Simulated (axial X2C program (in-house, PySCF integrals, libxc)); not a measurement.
# AgSi⁺: from the state search to constants, part 2 of 2

Computed with an in-house X2C program for linear molecules on PySCF integrals; all-electron X2C, Ag dyall-cv3z, Si dyall-v3z. The steps go on from the part before.

### Step 9. PBE0, 2c

State followed: Ω = 0 (closed shell). The scan is laid around 2.387 Å, a first estimate of the minimum, and this SCF restarts from the orbitals of the search.

Output at 2.387 Å:

```text
two-component X2C + atomic mean field  PBE0
basis functions 196  fitting functions 958  grid points 5081
iter        total energy     max residual
   1      -5600.057792170     1.89e+01
   2      -5601.226922872     1.44e+01
   3      -5602.283195507     2.80e-01
   4      -5602.517206137     1.05e+00
   5      -5602.531752177     4.38e-01
   6      -5602.543906436     2.80e-01
   7      -5602.547207048     4.35e-02
   8      -5602.547674859     3.06e-02
   9      -5602.547723272     1.25e-02
  10      -5602.547736776     3.92e-03
  11      -5602.547738786     1.60e-03
  12      -5602.547739245     6.57e-04
  13      -5602.547739312     1.47e-04
  14      -5602.547739330     9.62e-05
  15      -5602.547739341     9.46e-05
  16      -5602.547739353     9.94e-05
  17      -5602.547739360     3.83e-05
  18      -5602.547739363     2.13e-05
  19      -5602.547739363     7.27e-06
converged
one-electron -8001.73731873  Coulomb 2426.99559052  exact exchange -42.02575884  xc functional -128.78966079  nuclear repulsion 145.87289685  atomic mean-field constant -2.86348837
```

Along the bond, energies from the lowest point:

```csv
R (Å),E (eV),μ (D),HOMO (eV),LUMO (eV),iterations
2.077,0.5112,2.14,-12.04,-9.25,42
2.172,0.2068,2.42,-12.00,-9.23,34
2.244,0.0797,2.65,-11.96,-9.21,34
2.315,0.0161,2.88,-11.92,-9.20,28
2.387,0.0000,3.11,-11.86,-9.19,19
2.470,0.0252,3.36,-11.79,-9.17,26
2.554,0.0836,3.61,-11.72,-9.15,21
2.662,0.1904,3.89,-11.61,-9.12,21
2.793,0.3482,4.18,-11.47,-9.08,20
2.984,0.5984,4.51,-11.25,-8.99,18
```

Dipoles are positive if Si is the positive end and refer to the centre of mass.

Outer spinors at the reference distance:

| ω | occupied | ε (eV) | atomic character | λ mixture |
| --- | --- | --- | --- | --- |
| 1/2 | yes | -19.32 | 62% Si s, 19% Ag d, 9% Ag p | 100% σ |
| 1/2 | yes | -16.19 | 91% Ag d, 4% Si s, 3% Si p | 74% π, 26% σ |
| 3/2 | yes | -16.06 | 98% Ag d | 52% δ, 48% π |
| 1/2 | yes | -15.63 | 82% Ag d, 9% Si s, 5% Si p | 74% σ, 26% π |
| 3/2 | yes | -15.61 | 98% Ag d | 52% π, 48% δ |
| 5/2 | yes | -15.40 | 100% Ag d | 100% δ |
| 1/2 | yes | -11.86 | 62% Si p, 27% Ag s, 5% Ag d | 100% σ |
| 1/2 | no | -9.19 | 84% Si p, 8% Ag p, 6% Ag d | 100% π |
| 3/2 | no | -9.15 | 84% Si p, 8% Ag p, 6% Ag d | 100% π |
| 1/2 | no | -6.90 | 45% Ag s, 32% Ag p, 15% Si p | 100% σ |
| 1/2 | no | -4.38 | 79% Ag p, 12% Si d, 7% Si p | 100% π |

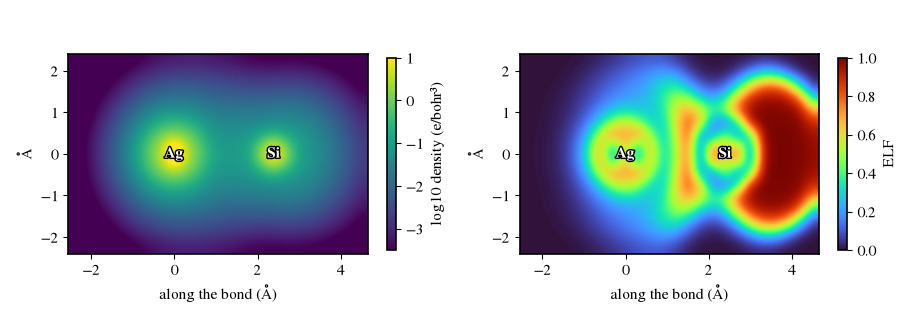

PBE0 fields in a plane through the axis, from a grid of 0.3 Å; Ag lies at z = 0 and Si at z = 2.387 Å; the ELF is damped to zero where the density is low.

Re = 2.380 Å, ωe = 293.8 cm⁻¹, ωexe = 1.44 cm⁻¹, Be = 0.1342 cm⁻¹, De = 2.17 eV, μ = 3.09 D.

### Step 10. HF, 2c

Output at 2.387 Å:

```text
two-component X2C + atomic mean field  HF
basis functions 196  fitting functions 958  grid points 5081
iter        total energy     max residual
   1      -5599.835355078     4.89e-01
   2      -5599.866168364     1.02e-02
   3      -5599.868448135     3.31e-02
   4      -5599.869010119     1.15e-02
   5      -5599.869104961     4.02e-04
   6      -5599.869111524     5.88e-04
   7      -5599.869112048     1.83e-04
   8      -5599.869112120     3.00e-05
   9      -5599.869112144     5.73e-05
  10      -5599.869112182     3.34e-05
  11      -5599.869112216     2.55e-05
  12      -5599.869112256     2.76e-05
  13      -5599.869112276     2.31e-05
  14      -5599.869112280     6.70e-06
  15      -5599.869112280     4.86e-07
converged
one-electron -8002.65619356  Coulomb 2428.06436166  exact exchange -168.28668887  xc functional 0.00000000  nuclear repulsion 145.87289685  atomic mean-field constant -2.86348837
```

Re = 2.625 Å, ωe = 213.4 cm⁻¹, ωexe = 0.802 cm⁻¹, Be = 0.1103 cm⁻¹, De = 0.411 eV, μ = 2.31 D.

### Step 11. BP86, 2c

The SCF at the reference distance of 2.387 Å:

```text
two-component X2C + atomic mean field  BP86
basis functions 196  fitting functions 958  grid points 5081
iter        total energy     max residual
   1      -5603.677491767     2.17e-01
   2      -5603.680732945     1.74e-02
   3      -5603.683035576     3.19e-02
   4      -5603.683109789     7.94e-03
   5      -5603.683817483     1.26e-02
   6      -5603.683865647     5.53e-03
   7      -5603.683881641     5.00e-04
   8      -5603.683881815     4.80e-04
   9      -5603.683882075     3.75e-05
  10      -5603.683882084     2.06e-05
  11      -5603.683882091     1.62e-05
converged
one-electron -8000.85854550  Coulomb 2426.06681979  exact exchange 0.00000000  xc functional -171.90156486  nuclear repulsion 145.87289685  atomic mean-field constant -2.86348837
```

Re = 2.343 Å, ωe = 316 cm⁻¹, ωexe = 1.47 cm⁻¹, Be = 0.1385 cm⁻¹, De = 2.82 eV, μ = 3.54 D.

### Step 12. MP2 and beyond, 2c

Correlated methods: 14 electrons correlated (frozen shells, counted by type: Ag 4 s, 3 p, 1 d; Si 2 s, 1 p), 250 virtual spinors in MP2, 90 natural virtuals in coupled cluster.

Output of the correlated part at 2.387 Å:

```text
correlated 14  virtual 250  natural virtual 90  E(MP2) -0.492181333  MP2 remainder -0.036737078
iter   CCSD correlation   residual
   1     -0.426820005   1.66e-01
   2     -0.440418943   6.82e-02
   3     -0.443390641   3.33e-02
   4     -0.443294935   1.25e-02
   5     -0.443439995   5.12e-03
   6     -0.443498378   1.92e-03
   7     -0.443480081   7.62e-04
   8     -0.443478250   2.29e-04
   9     -0.443480700   9.92e-05
  10     -0.443479104   5.06e-05
  11     -0.443478962   2.66e-05
  12     -0.443478621   1.64e-05
  13     -0.443478434   1.15e-05
  14     -0.443478438   8.20e-06
(T) -0.017126076  T1 0.0273  D1 0.0611  max T2 0.074
```

MP2: Re = 2.340 Å, ωe = 304 cm⁻¹, Be = 0.1389 cm⁻¹, De = 2.10 eV.

CCSD: Re = 2.425 Å, ωe = 268.4 cm⁻¹, ωexe = 1.24 cm⁻¹, Be = 0.1293 cm⁻¹, De = 1.94 eV. T1 at Re = 0.019 (Lee–Taylor, the printed value over √2).

CCSD(T): Re = 2.394 Å, ωe = 278.7 cm⁻¹, ωexe = 1.35 cm⁻¹, Be = 0.1326 cm⁻¹, De = 2.02 eV. T1 at Re = 0.019 (Lee–Taylor, the printed value over √2).

### Step 13. A higher determinant, 2c

State: Ω = 2 (excess of +ω over −ω: ω = 1/2, ω = 3/2).

Output at the reference distance:

```text
two-component X2C + atomic mean field  PBE0
basis functions 196  fitting functions 958  grid points 5081
iter        total energy     max residual
   1      -5600.210665917     1.88e+01
   2      -5601.324230830     1.37e+01
   3      -5602.308410159     5.66e+00
   4      -5602.484177568     1.08e+00
   5      -5602.509598130     6.08e-01
   6      -5602.526498041     1.76e-01
   7      -5602.529855224     2.11e-01
   8      -5602.531221044     8.54e-02
   9      -5602.531670414     5.41e-02
  10      -5602.531827794     1.54e-02
  11      -5602.531845929     6.33e-03
  12      -5602.531849672     9.78e-04
  13      -5602.531850174     1.01e-03
  14      -5602.531850267     4.72e-04
  15      -5602.531850284     8.50e-05
  16      -5602.531850286     3.95e-05
  17      -5602.531850286     1.22e-05
converged
one-electron -8001.04087549  Coulomb 2426.35377666  exact exchange -42.04272328  xc functional -128.81143666  nuclear repulsion 145.87289685  atomic mean-field constant -2.86348837
```

```csv
R (Å),E above the lowest PBE0 point (eV)
2.077,1.038
2.172,0.720
2.244,0.572
2.315,0.481
2.387,0.432
2.470,0.413
2.554,0.423
2.662,0.462
2.793,0.534
```

Re = 2.480 Å, ωe = 217.9 cm⁻¹, ωexe = 1.57 cm⁻¹, Be = 0.1236 cm⁻¹, μ = 1.98 D. Te = 0.41 eV.

### Step 14. The 2c curves together

Energy (eV) of the followed determinant, 2c, from each level's lowest point:

```csv
R (Å),PBE0,HF,MP2,CCSD,CCSD(T),BP86
2.077,0.511,1.137,0.387,n/a,n/a,0.429
2.172,0.207,0.673,0.133,0.263,0.215,0.150
2.244,0.080,0.430,0.038,0.119,0.089,0.043
2.315,0.016,0.257,0.000,0.036,0.022,0.000
2.387,0.000,0.137,0.006,0.000,0.000,0.004
2.470,0.025,0.051,0.052,0.001,0.016,0.052
2.554,0.084,0.008,0.128,0.037,0.065,0.133
2.662,0.190,0.000,0.254,0.117,0.159,0.266
2.793,0.348,0.041,0.434,n/a,n/a,0.451
2.984,0.598,0.162,0.720,n/a,n/a,0.732
```

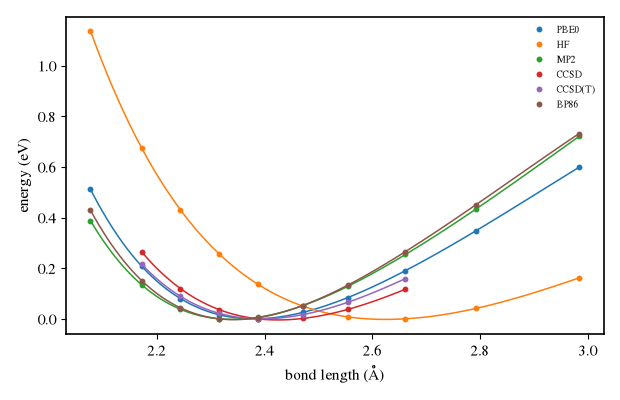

Curves of the followed state, 2c, each from its own lowest point.

Time for the job: 2.1 min (1 thread of AMD EPYC 9R45 (Zen 5), shared host); peak memory 0.89 GiB.

### Step 15. What came out

What follows sums up all 2 parts.

Lowest determinant that the search found at its distance, spin-free: M_S = 0, Λ = 0 (closed shell).

Lowest determinant that the search found at its distance, 2c: Ω = 0 (closed shell).

```json
{"Hamiltonian": "spin-free", "level": "PBE0", "Re (Å)": "2.380", "ωe (cm⁻¹)": "293.7", "De (eV)": "2.17", "μ (D)": "3.09"}
{"Hamiltonian": "spin-free", "level": "HF", "Re (Å)": "2.624", "ωe (cm⁻¹)": "213.7", "De (eV)": "0.413", "μ (D)": "2.31"}
{"Hamiltonian": "spin-free", "level": "MP2", "Re (Å)": "2.339", "ωe (cm⁻¹)": "304", "De (eV)": "2.09", "μ (D)": "n/a"}
{"Hamiltonian": "spin-free", "level": "CCSD", "Re (Å)": "2.424", "ωe (cm⁻¹)": "268.8", "De (eV)": "1.95", "μ (D)": "n/a"}
{"Hamiltonian": "spin-free", "level": "CCSD(T)", "Re (Å)": "2.394", "ωe (cm⁻¹)": "278.7", "De (eV)": "2.02", "μ (D)": "n/a"}
{"Hamiltonian": "spin-free", "level": "BP86", "Re (Å)": "2.343", "ωe (cm⁻¹)": "317", "De (eV)": "2.82", "μ (D)": "3.54"}
{"Hamiltonian": "2c", "level": "PBE0", "Re (Å)": "2.380", "ωe (cm⁻¹)": "293.8", "De (eV)": "2.17", "μ (D)": "3.09"}
{"Hamiltonian": "2c", "level": "HF", "Re (Å)": "2.625", "ωe (cm⁻¹)": "213.4", "De (eV)": "0.411", "μ (D)": "2.31"}
{"Hamiltonian": "2c", "level": "MP2", "Re (Å)": "2.340", "ωe (cm⁻¹)": "304", "De (eV)": "2.10", "μ (D)": "n/a"}
{"Hamiltonian": "2c", "level": "CCSD", "Re (Å)": "2.425", "ωe (cm⁻¹)": "268.4", "De (eV)": "1.94", "μ (D)": "n/a"}
{"Hamiltonian": "2c", "level": "CCSD(T)", "Re (Å)": "2.394", "ωe (cm⁻¹)": "278.7", "De (eV)": "2.02", "μ (D)": "n/a"}
{"Hamiltonian": "2c", "level": "BP86", "Re (Å)": "2.343", "ωe (cm⁻¹)": "316", "De (eV)": "2.82", "μ (D)": "3.54"}
```

Dipoles are positive if Si is the positive end and refer to the centre of mass.

Time per point (s) on 1 thread of AMD EPYC 9R45 (Zen 5), shared host (2c runs; CCSD comes with the CCSD(T) run); the times are rough: PBE0 0.65, HF 0.4, MP2 0.56, CCSD(T) 4.8, BP86 0.35.

At CCSD(T), going from spin-free to two-component changes Re by 0 mÅ, ωe by 0.0 %; the spin-free picture holds up (part of it comes from the scalar share of the two-electron terms). De moves by +0.01 eV; both De rest on single-determinant atoms, which can miss part of an open shell's spin–orbit lowering.

De refers to Ag+ + Si, each in the lowest determinant found, which need not be this curve's own limit. Each curve is one determinant whose occupation by symmetry is held fixed; it was picked as the lowest of a PBE0 search that is not exhaustive. The closed shell is kept restricted; where the fragments are open shells, the energy then runs too high at long range. Dissociation energies refer to the lowest single-determinant-based atoms at the same level and basis. CCSD and (T) use frozen natural virtuals with an MP2 correction for the truncation.
